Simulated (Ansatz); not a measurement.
Band structure of YN (P-6m2, 2 atoms in the cell).

```yaml
crystal:
  lattice:
    - [3.36560, 0.00000, 0.00000]
    - [-1.68280, 2.91470, 0.00000]
    - [0.00000, 0.00000, 3.06336]
  atoms:
    - { symbol: Y, position: [0.66667, 0.33333, 0.00000] }
    - { symbol: N, position: [0.00000, 0.00000, 0.50000] }
```

Computed with PBEsol, PAW files made with PBE (plane waves; Ansatz, a program for electronic structure).

Settings: kpoints.mp_grid.grid = 15 15 14; hamiltonian.xc = pbesol; hamiltonian.pseudopotentials = {kind: paw} (the program's default PAW files); scf.occupations.method = gaussian; scf.occupations.width = 0.0073 Ry; kpoints.band_path.npoints = 8.

The starting cell comes from a database of computed structures (which also holds hypothetical and non-ambient phases and stackings), without a prior relaxation at this level.

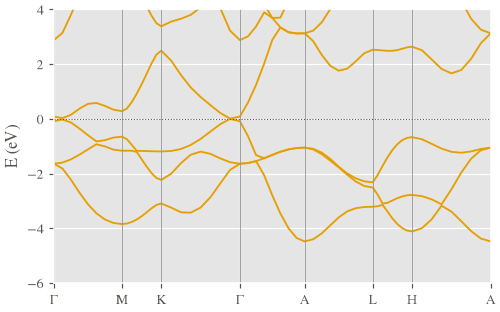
Fig. 1. Bands along the path, energies from the Fermi level.

Levels in eV from the Fermi level, bands 5 to 11:
| point | 5 | 6 | 7 | 8 | 9 | 10 | 11 |
|---|---|---|---|---|---|---|---|
| Γ | -13.18 | -1.64 | -1.64 | -0.09 | 0.08 | 2.87 | 5.70 |
| M | -11.92 | -3.85 | -1.17 | -0.66 | 0.28 | 5.27 | 6.17 |
| K | -11.72 | -3.10 | -2.23 | -1.19 | 2.49 | 3.38 | 4.77 |
| A | -11.43 | -4.48 | -1.05 | -1.05 | 3.12 | 3.12 | 4.87 |
| L | -12.22 | -3.21 | -2.51 | -2.32 | 2.52 | 5.34 | 7.17 |
| H | -12.27 | -4.12 | -2.78 | -0.67 | 2.63 | 5.60 | 7.25 |

No band crosses the Fermi level by more than 0.03 eV along this path.

Keys are those of Ansatz 0.2.
